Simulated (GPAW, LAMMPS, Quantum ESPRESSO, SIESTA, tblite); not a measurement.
**Forces in amorphous Si0.8Ge0.2 (141 atoms), program by program**

One geometry of amorphous Si0.8Ge0.2 (141 atoms) is solved by several programs and methods. How far do their forces lie from a plane-wave PBE run?

Results are calculated, not measured.

### 1. The cell

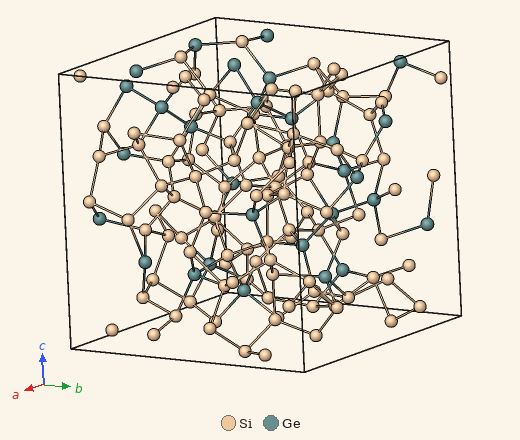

The cell (silicon light orange, germanium teal). Bonds to atoms that aren't drawn are left out. Some periodic images of atoms are drawn too.

The cell holds 141 atoms (113 Si and 28 Ge), with edges of 14.38, 14.38 and 14.38 Å. Recipe: 141 atoms (113 Si, 28 Ge) placed at random at 2.91 g/cm³, melted at 3500 K for 10 ps at fixed volume with the Tersoff potential (Tersoff, Phys. Rev. B 39, 5566 (1989)). Quenched from 3500 K to 300 K at 10 K/ps and fixed volume, held 5 ps, then minimised at fixed cell. The density is 2.91 g/cm³.

### 2. The reference input

Quantum ESPRESSO 7.5: Kohn-Sham DFT, PBE, SSSP efficiency 1.3.0 pseudopotentials, plane waves. Its input, pw.in:

```
&control
  calculation = 'scf'
  pseudo_dir = './pseudo'
  outdir = './tmp'
  disk_io = 'none'
  tprnfor = .true.
  tstress = .true.
/
&system
  ibrav = 0
  nat = 141
  ntyp = 2
  ecutwfc = 45
  ecutrho = 360
  nosym = .true.
  occupations = 'smearing'
  smearing = 'fd'
  degauss = 0.003675
/
&electrons
  conv_thr = 7.1e-07
  electron_maxstep = 100
  mixing_beta = 0.2
  mixing_mode = 'local-TF'
  diagonalization = 'david'
/
ATOMIC_SPECIES
Si 28.085 Si.upf
Ge 72.630 Ge.upf
CELL_PARAMETERS angstrom
14.37980 0.00000 0.00000
0.00000 14.37980 0.00000
0.00000 0.00000 14.37980
ATOMIC_POSITIONS crystal
Si 0.18429 0.82339 0.00361
Si 0.55749 0.13758 0.33293
Si 0.21653 0.81822 0.30681
Si 0.36950 0.47822 0.49956
[... 135 atom lines left out ...]
Ge 0.70689 0.23593 0.83955
Ge 0.55409 0.44968 0.16031
K_POINTS gamma
```

```console
$ OMP_NUM_THREADS=1 mpirun -np 4 pw.x -in pw.in > output.txt
```

Wall time 15 min (4 MPI ranks of Arm Neoverse V1, shared host); peak memory 12 GiB.

It converged with an r.m.s. force component of 0.21 eV/Å and a pressure of -0.96 GPa.

### 3. The other programs

- GPAW 26.7.0: PAW with atomic orbitals (LCAO), plane waves or a real-space grid of spacing h.
- Quantum ESPRESSO 7.5: plane waves; labels (QE) give functional, pseudopotential set and cutoffs of waves/density.
- SIESTA 5.4.2: numerical atomic orbitals, whose automatically made sets are far from complete, with PseudoDojo norm-conserving potentials that we converted to its format (checked against plane waves on the same files for H, C, O, Si, Ge and Ca alone); labels give functional, basis size, energy shift and mesh cutoff.
- tblite 0.8.0: extended tight binding, driven from Python.

All use the same cell and atoms, and the electronic-structure runs the same k-mesh.

### 4. All runs compared

Differences are against the reference: forces as r.m.s. over components, share as that over the reference's r.m.s. force, slope as the fitted ratio of a run's forces to the reference's.

```tsv
run	Δ force, r.m.s. (meV/Å)	share (%)	slope	Δ pressure (GPa)	cores	CPU time	memory (GiB)
reference	-	-	-	-	4	59 min	12
GPAW PBE, LCAO dzp, h 0.2 Å	32.1	15.1	1.042	-	2	18 min	3.3
GPAW PBE, LCAO dzp, h 0.2 Å, other mixer settings	32.1	15.1	1.043	-	4	22 min	4.3
GPAW PBE, LCAO dzp, h 0.25 Å (coarse)	38.3	18.0	1.046	-	2	11 min	2.1
GPAW PBE, plane waves 350 eV	15.3	7.20	1.015	0.396	4	28 min	3.4
GPAW revPBE, LCAO dzp, h 0.2 Å	40.0	18.8	1.056	-	2	18 min	3.3
QE PBE, gbrv-1.5, 40/200 Ry	2.33	1.09	1.003	-0.02	4	45 min	6.1
QE PBE, sssp-1.3.0-efficiency, 45/360 Ry, rmm-davidson	0.947	0.446	1.000	3.0e-4	4	57 min	12
SIESTA PBE, DZP, shift 0.01 Ry, mesh 300 Ry	66.3	31.2	1.065	0.583	4	16 min	3.2
SIESTA PBE, DZP, shift 0.01 Ry, mesh 700 Ry	66.5	31.3	1.066	0.566	4	52 min	9.3
SIESTA PBE, SZP, shift 0.01 Ry, mesh 300 Ry (coarse)	165	77.6	1.051	4.37	2	10 min	2.4
SIESTA PBE, TZP, shift 0.01 Ry, mesh 300 Ry	58.9	27.7	1.044	0.571	4	24 min	4.0
SIESTA VV10, PBE potentials, DZP, shift 0.01 Ry, mesh 300 Ry	85.7	40.3	1.084	1.73	4	34 min	4.6
tblite GFN1-xTB	185	87.2	0.694	5.74	1	35 s	0.3
```

Rows marked coarse were listed beforehand as settings not expected to be converged; some can still land near the reference.

CPU time is summed over cores on shared hosts, so it is rough.

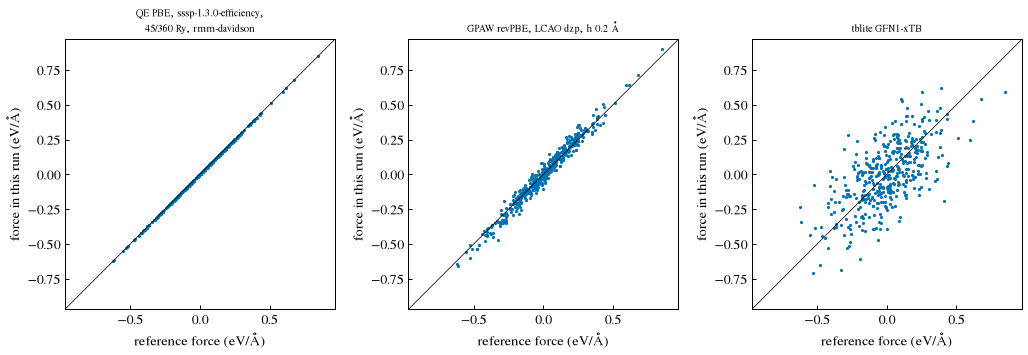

Force components against those of the reference; the line marks equality.

### 5. Findings

Forces lie from 0.45 % (QE PBE, sssp-1.3.0-efficiency, 45/360 Ry, rmm-davidson) to 87 % (tblite GFN1-xTB) of the reference's r.m.s. force of 0.21 eV/Å away from it. Other PBE runs on plane waves or a grid: GPAW PBE, plane waves 350 eV 7.2 %, QE PBE, gbrv-1.5, 40/200 Ry 1.1 % and QE PBE, sssp-1.3.0-efficiency, 45/360 Ry, rmm-davidson 0.45 % of the r.m.s. force; the reference has errors of its own, so differences under a few per cent don't tell which side is nearer the exact PBE result. With the reference's own potentials and cutoffs, another solver or threshold moves forces by 0.45 % (QE PBE, sssp-1.3.0-efficiency, 45/360 Ry, rmm-davidson). The PBE runs in local orbitals, coarse settings apart, differ by 15 % (GPAW PBE, LCAO dzp, h 0.2 Å, other mixer settings) to 31 % (SIESTA PBE, DZP, shift 0.01 Ry, mesh 700 Ry); basis, grid and potentials can all enter.

Tight binding differs by 87 % (tblite GFN1-xTB); it is another model, with fitted parameters of its own, and the xTB methods hold dispersion. Rows with another functional or a dispersion term differ by 19 % (GPAW revPBE, LCAO dzp, h 0.2 Å) to 40 % (SIESTA VV10, PBE potentials, DZP, shift 0.01 Ry, mesh 300 Ry), which mixes the change of model with differences of basis and potentials, some of them made for another functional. Runs with settings chosen to be coarse differ by 18 % (GPAW PBE, LCAO dzp, h 0.25 Å) to 78 % (SIESTA PBE, SZP, shift 0.01 Ry, mesh 300 Ry), their programs' other errors included. From GPAW PBE, LCAO dzp, h 0.25 Å to the finer GPAW PBE, LCAO dzp, h 0.2 Å, other mixer settings the share falls from 18 to 15 %. From SIESTA PBE, DZP, shift 0.01 Ry, mesh 300 Ry to the finer SIESTA PBE, DZP, shift 0.01 Ry, mesh 700 Ry the share goes from 31.2 to 31.3 %, so the grid isn't what parts these runs from the reference. Pressures at PBE, coarse settings apart, lie -0.02 to +0.58 GPa from the reference's.

Caveats: Periodic xTB results under one method name differ between programs and library versions. The potentials hold different valence shells: 844 electrons in the reference, 564 in GPAW; this bears on time and differences. GPAW's setups keep the filled d shell of Ge in the core. The reference's pressure holds the uncorrected Pulay stress of its 45 Ry basis, so small pressure differences may be the reference's own error. The quench rate of 10 K/ps is many orders above laboratory rates, so the cell is likely richer in defects and strain than a real sample. The network of bonds at the start is that of the classical potential that made the cell, and needn't be the one that DFT or experiment would give. The electronic-structure runs sample only Γ, in a cell whose shortest periodic width is 14 Å, which is coarse for a cell with partly filled levels. Spin–orbit coupling is left out. Where levels are smeared, the DFT runs use Fermi–Dirac occupations at 580 K (0.05 eV), and energies are free energies. The reference's cutoffs and mesh weren't converged further here.

[Logs are printed without paths, hosts, clocks, repeated set-up lines and the standing remarks that a program may print on its own settings, such as how far it seeks lower states.]

[Hosts, paths, dates, database ids (printed as entryN), source tags and the programs' standing remarks are cut or masked in the printed files.]

[Cells were taken only where this reference lay near another plane-wave run.]
